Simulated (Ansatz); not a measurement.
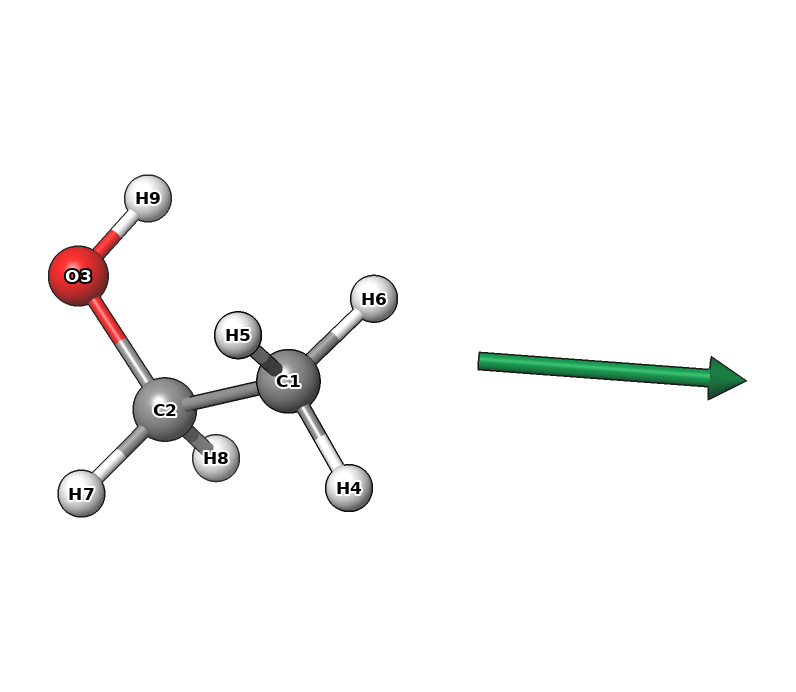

The arrow beside the molecule shows the direction of the dipole moment, from the negative to the positive end (its length means nothing). Computed geometry: PBE0-D4/def2-TZVP optimisation. No frequency run is at hand to confirm it as a minimum. Properties computed with RKS PBE0-D4/def2-TZVP (Ansatz 0.2.0).

### How large is the dipole moment?

1.68 D; it points from the side of O3, H7 to the side of H4, H6 (the outermost atoms at the two ends).
